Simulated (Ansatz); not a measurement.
The calculation's input:

```
crystal:
  periodic: [false, false, false]
  atoms:
    - {symbol: S, position_ang: [0.424004, 0.143496, 0.511966]}
    - {symbol: Se, position_ang: [-0.265477, 0.712166, -1.506131]}
    - {symbol: H, position_ang: [0.160909, 1.319540, 1.129211]}
    - {symbol: H, position_ang: [-1.666006, 0.269158, -1.349477]}
basis:
  gaussian:
    orbitals: def2-TZVPD
hamiltonian:
  xc: {name: PBE0}
output: {forces: true, orbitals: {seedname: orbitals}}
```

Run with:

```sh
ansatz run input.yaml --threads 1 --pin off --max-ram 2610MiB --events-out events.jsonl --progress --plain --runs-dir runs
```

Geometry: PBE0-D3(BJ)/def2-SVP.

The calculation used isolated molecule in a Gaussian basis; Kohn-Sham density functional theory, functional PBE0 in Ansatz.

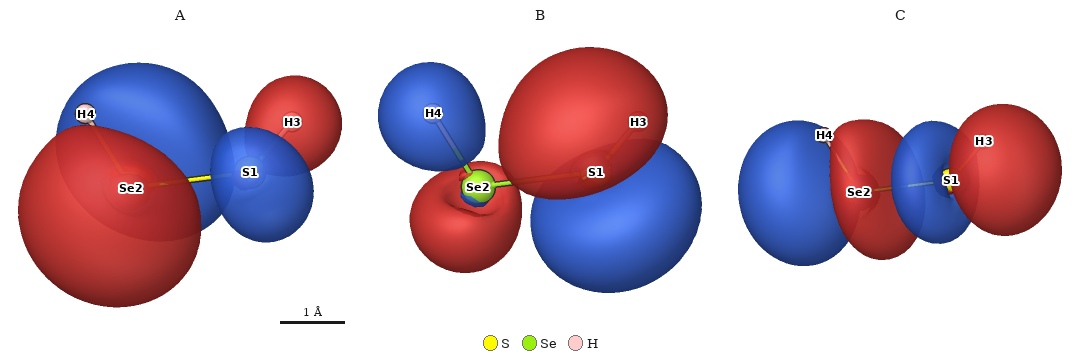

H$_{2}$SSe (SMILES S[SeH]). Three frontier orbitals at ±0.08 Å⁻³ᐟ² (blue and red are the two phases), in no order.

### Which picture is the HOMO−1, the HOMO and the LUMO?

B is the HOMO−1 (−7.60 eV). It lies mainly on S1 (about 80 %) and Se2 (about 10 %); largely a lone pair of S1. A is the HOMO (−7.24 eV). Its weight (Hirshfeld) is mainly on Se2 (about 85 %) and S1 (about 10 %); largely a lone pair of Se2. C is the LUMO (−1.59 eV). It lies mainly on Se2 (about 50 %) and S1 (about 40 %).

### What is the HOMO–LUMO gap?

5.65 eV between the orbital energies.
